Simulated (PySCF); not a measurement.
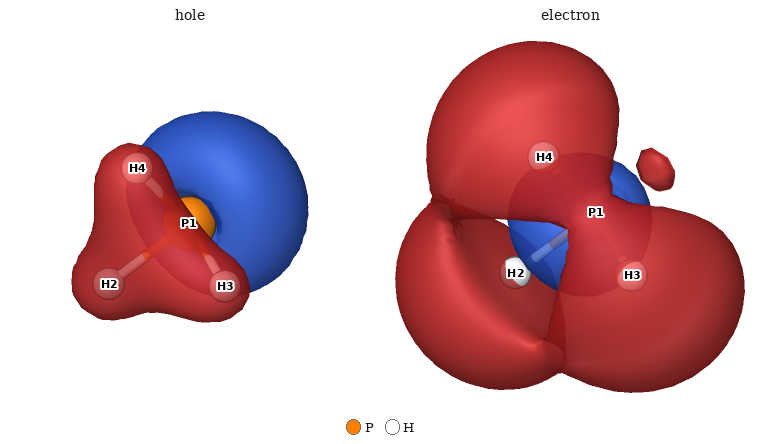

Figure. H$_{3}$P, SMILES `P`. Leading natural transition orbital pair of S₃ (TDA singlet states); the surfaces enclose about 70 % of each orbital's density.

Level of theory: ωB97X/def2-SVP (PySCF), at a geometry from GFN2-xTB. No frequency check shows the geometry to be a minimum. GFN2-xTB bond lengths at metals and heavier atoms can be off by up to 0.1 Å and shapes distorted, which carries into these values. Without diffuse functions Rydberg states are missing, so the states' numbers hold for this basis only.

Input script:

```python
import numpy as np
from pyscf import gto, scf, dft, tdscf
from pyscf.scf import atom_ks, atom_hf
from scipy.linalg import block_diag

def solve(mol, dm0=None, hcore=None):
    mf = (dft.UKS if mol.spin else dft.RKS)(mol, xc='wb97x')
    mf.grids.level = 3
    mf = mf.density_fit(auxbasis='def2-universal-jkfit')
    mf.conv_tol, mf.max_cycle = 1e-8, 80
    if hcore is not None:
        mf.get_hcore = lambda *args: hcore
    mf.kernel(dm0)
    if not mf.converged:
        mf = mf.newton().run(mf.mo_coeff, mf.mo_occ, max_cycle=30)
    assert mf.converged, 'SCF not converged'
    return mf

mol = gto.M(atom='''
P     -0.00003     0.00000     0.12805
H     -1.09956     0.35152    -0.64047
H      0.85446     0.77663    -0.64009
H      0.24560    -1.12815    -0.64021
''', basis='def2-svp', charge=0, spin=0, verbose=4)
mf = solve(mol)
td = mf.TDA()
td.nstates, td.singlet, td.conv_tol = 4, True, 1e-5
td.kernel()
td.analyze()
x, y = np.array([p[0] for p in td.xy]), np.array([p[1] + 0 * p[0] for p in td.xy])
f, mu = td.oscillator_strength(), td.transition_dipole()
nto = [td.get_nto(state=i + 1, verbose=4) for i in range(len(td.e))]
# spherically averaged free atoms, for the promolecule
atm = atom_ks.get_atm_nrks(mol, xc='wb97x')
pro = block_diag(*[(atm[a[0]][2] * atm[a[0]][3]) @ atm[a[0]][2].T for a in mol._atom])
np.savez('result.npz', e=td.e, f=f, ok=td.converged, w=[n[0] for n in nto], nto=[n[1] for n in nto], x=x, y=y, c=mf.mo_coeff, occ=mf.mo_occ, eps=mf.mo_energy, pro=pro, mu=mu)
```

Command:

```sh
OMP_NUM_THREADS=1 python input.py
```

The run took 8.5 s on 1 thread of Intel(R) Xeon(R) Platinum 8259CL CPU @ 2.50GHz (Skylake/Cascade Lake) (shared host), peak memory 0.23 GiB.

Where does the state lie, and where do hole and electron sit?

Answer. 8.98 eV (138 nm), f = 0.127 (bright), partly diffuse acceptor orbital, which a basis without diffuse functions describes poorly; the leading pair carries 99 %; hole on P1 (81 %) and H2, H3 and H4 (6 % each), electron on P1 (40 %) and H2, H3 and H4 (20 % each) (atom shares of so diffuse an orbital are rough); their centroids lie 1.1 Å apart. In canonical orbitals it is mainly HOMO → LUMO+2 (98 %). The HOMO–LUMO gap is 13.89 eV.
